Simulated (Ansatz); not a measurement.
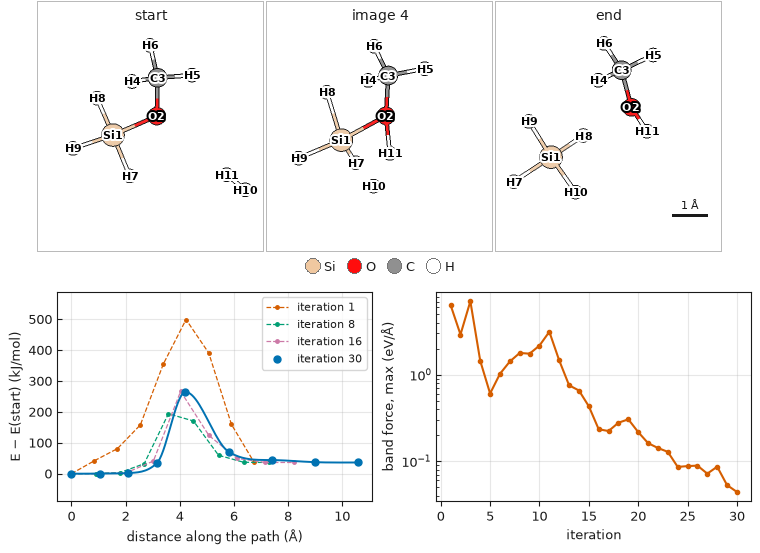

A nudged-elastic-band calculation for CH₈OSi, made up at the start of CH₆OSi and H₂. Images are numbered from 0 (start) to 8 (end). The plot follows the band through its iterations. A ball-and-stick model, seen at a tilt.

Theory: RHF/def2-SVP in Ansatz. Set-up: 7 movable images; climbing image; force threshold 0.05 eV/Å; iteration limit 60; starting path through a guess of the saddle point.

### How did the profile develop, and is the result final?

The result is final at these settings. The band converged in 30 iterations. The largest component of the band force went from 6.4 to 0.044 eV/Å. The climbing image converged on the top of the path. Its vibrational analysis gives one imaginary mode (1705i cm⁻¹), as a transition state must have. The first iteration put the highest image at 499.1 kJ/mol. Forward barrier 264.5 kJ/mol, backward barrier 228.3 kJ/mol, with image 4 at the top; the reaction energy is +36.3 kJ/mol.

Limits of the set-up: the start holds two separate molecules, 2.7 Å apart at their closest, whose relative position is a soft coordinate and is computed without a dispersion correction; Hartree-Fock leaves out electron correlation.

Cost: 4 min on 1 thread of Arm Neoverse V1, with other jobs on the host, peak memory 0.15 GiB.
